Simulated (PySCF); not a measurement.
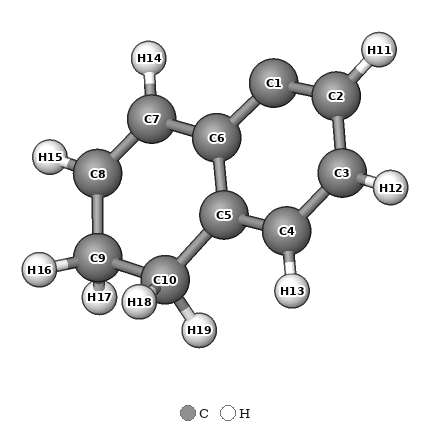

First-order isotropic EPR spectrum (fast tumbling, first derivative) of C₁₀H₉, SMILES [c]1cccc2c1C=CCC2, doublet at 9.30 GHz, Lorentzian lines of 0.06 mT full width at half height, from computed g and hyperfine couplings (B3LYP/pcH-1 (IGLO-III on C), PySCF 2.14.0, at a PBE0-D3(BJ)/def2-SVP geometry (no frequency check), gas phase); values of one conformer, averaged over methyl-type rotors alone; no vibrational averaging; dilute isotopes left out. The SMILES is one Lewis form and needn't show where the spin sits.

Question: Give g and the hyperfine couplings.

Answer: g_iso = 2.0022, which centres the spectrum at 331.9 mT; it spans 3.3 mT.

```
  nuclei  isotope  a (mT)  a (MHz)
     H11       ¹H    1.94     54.3
     H12       ¹H    0.64     17.9
     H13       ¹H    0.15      4.2
H18, H19       ¹H    0.14      3.9
     H15       ¹H    0.09      2.5
H16, H17       ¹H   −0.08     −2.3
     H14       ¹H   −0.07     −1.8
```

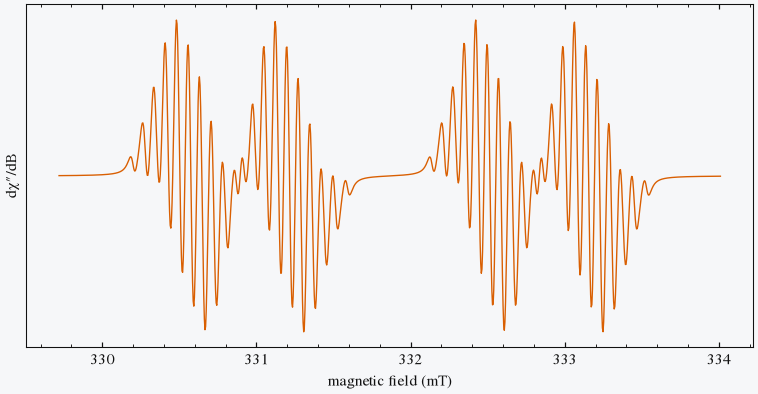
